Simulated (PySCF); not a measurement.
C₄H₁₀NOSi₂ (SMILES C=[C]OC(=C)N([SiH3])[SiH3]) (doublet)

```yaml
atoms:
  - { symbol: C, position_ang: [3.3566, -0.0358, -0.3837] }
  - { symbol: C, position_ang: [2.3247, 0.3177, -1.1011] }
  - { symbol: O, position_ang: [1.0440, 0.5478, -0.8945] }
  - { symbol: C, position_ang: [0.1518, -0.3608, -0.3734] }
  - { symbol: C, position_ang: [0.4939, -1.6086, -0.0438] }
  - { symbol: N, position_ang: [-1.0802, 0.2307, -0.2952] }
  - { symbol: Si, position_ang: [-2.4596, -0.6890, 0.2395] }
  - { symbol: Si, position_ang: [-1.0439, 1.9136, -0.8117] }
  - { symbol: H, position_ang: [3.3153, -0.1716, 0.6980] }
  - { symbol: H, position_ang: [4.3255, -0.1621, -0.8339] }
  - { symbol: H, position_ang: [1.5009, -1.9535, -0.1860] }
  - { symbol: H, position_ang: [-0.2198, -2.2953, 0.3626] }
  - { symbol: H, position_ang: [-2.6481, -1.8229, -0.6692] }
  - { symbol: H, position_ang: [-3.5876, 0.2310, 0.1890] }
  - { symbol: H, position_ang: [-2.2173, -1.1528, 1.6087] }
  - { symbol: H, position_ang: [-2.4225, 2.3550, -0.6109] }
  - { symbol: H, position_ang: [-0.6961, 1.9917, -2.2279] }
  - { symbol: H, position_ang: [-0.1463, 2.6711, 0.0570] }
```

Geometry: GFN2-xTB.

Computed with UKS B3LYP, pcH-1 on C H N O Si, non-relativistic, mean-field spin-orbit, GIAO (PySCF).

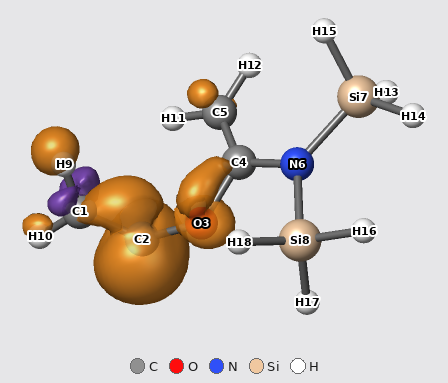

Figure 1. Isosurfaces of the spin density at +0.03 (orange) and −0.03 e/Å³ (purple), seen at a tilt.

**Which atoms carry the spin?**

The unpaired spin (1 electron) lies mostly on C2 (about 0.7) and O3 (about 0.1), in electrons by Hirshfeld's partition.

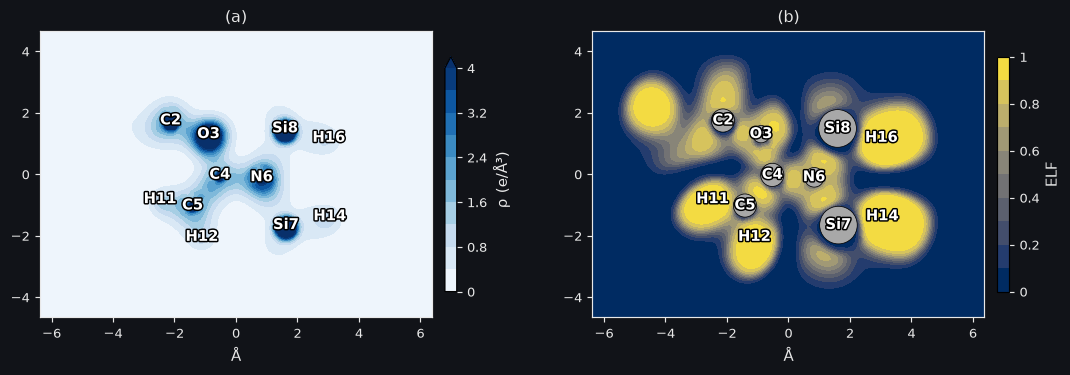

Figure 2. (a) electron density; (b) electron localisation function on the plane of atoms Si7, N6 and Si8. Grey discs cover the atomic cores in the ELF map.

**What does the map show?**

- The plane passes through C, O, N, Si and H nuclei.
- C–C (1.34 Å): ρ is about 1.9 e/Å³ halfway; the ELF peaks at about 0.95 between the atoms: a multiple bond.
- C–O (1.32 Å): the density is about 1.7 e/Å³ at the midpoint; the ELF peaks at about 0.80 between the atoms, as expected for a polar covalent bond.
- C–N (1.37 Å): the density is about 1.7 e/Å³ at the midpoint; the ELF peaks at about 0.90 between the atoms, as expected for a covalent bond.
- Si–N (1.74 Å): ρ is about 1 e/Å³ halfway; the ELF peaks at about 0.90 between the atoms; a shared but strongly polarised pair.
- C–H (1.07 Å): the density is about 1.7 e/Å³ at the midpoint; the ELF climbs to about 1 towards the hydrogen, as it does in any bond to H.
- The ELF also peaks beside C2, away from the bonds: non-bonding electrons, paired or unpaired.

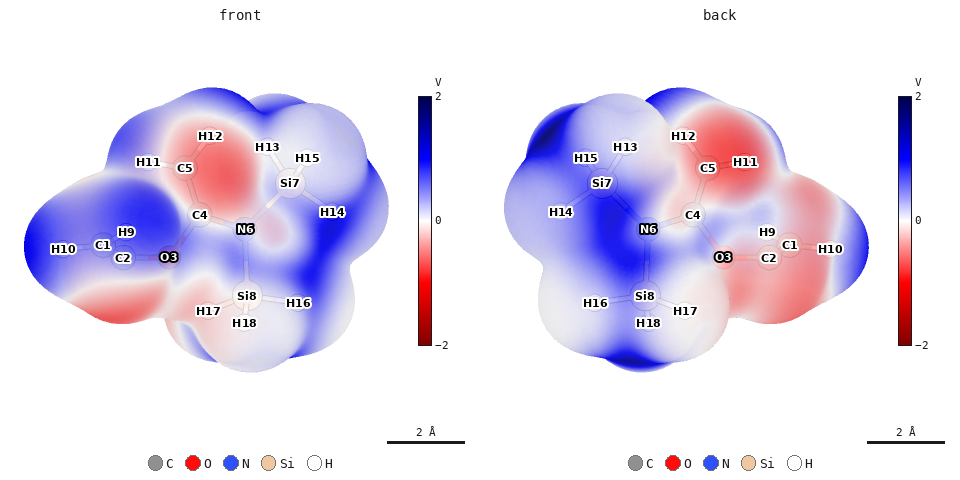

Figure 3. The electrostatic potential painted on the density surface at 0.002 e/bohr³, seen from the front and from behind; the colour scale runs from red (negative) to blue (positive).

**Which sites attract a positive test charge, and which a negative one?**

A positive charge is drawn to the negative regions and a negative charge to the positive ones. The most negative region (about −0.7 V) lies over the π face of C5, the most positive (about +1.6 V) over Si7 and Si8.
